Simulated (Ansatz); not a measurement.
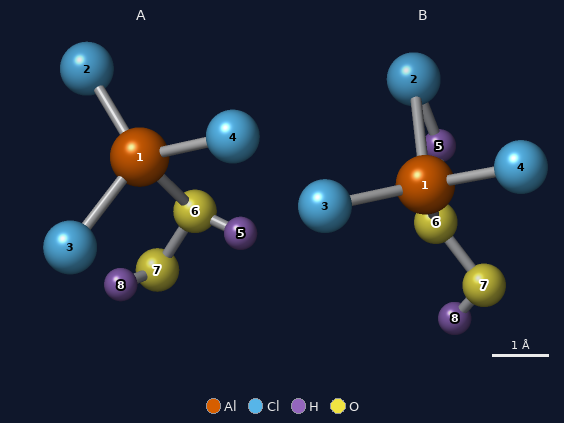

Two geometries of AlH$_{2}$O$_{2}$Cl$_{3}$ (started from a transition state, displaced along its imaginary mode), drawn at one scale. One is the start of a relaxation, the other its converged end. The picture is a ball-and-stick view, seen from a free direction.

All numbers below come from RKS PBE0-D4/def2-TZVP in Ansatz 0.2.0. (force threshold 0.005 eV/Å; at most 200 steps)

Q: Which one is relaxed?

A: Structure A is the relaxed one. H5 moves most after the best rigid fit: 2.30 Å. By element the largest moves are H 2.30 Å, Cl 1.10 Å, O 1.03 Å, Al 0.57 Å. Among the contacts that change: Cl2–H5 1.416 → 4.049 Å, H5–O6 1.442 → 0.971 Å, Al1–Cl2 2.409 → 2.081 Å, Al1–O6 1.782 → 1.956 Å. Bonds break, among them: Cl2–H5 (1.42 → 4.05 Å). Among the angles between lasting bonds that change: Cl2–Al1–O6 75.2° → 106.9°, Cl4–Al1–O6 118.1° → 95.0°, Cl3–Al1–O6 116.4° → 96.1°. Groups turn about O6–O7 by about 155°. The energy falls by 1.151 eV in 48 accepted moves (51 points after the start). The largest force component goes from 0.37 to 0.0032 eV/Å. The line search rejected the trial steps at points 10, 25, 46 of the run.
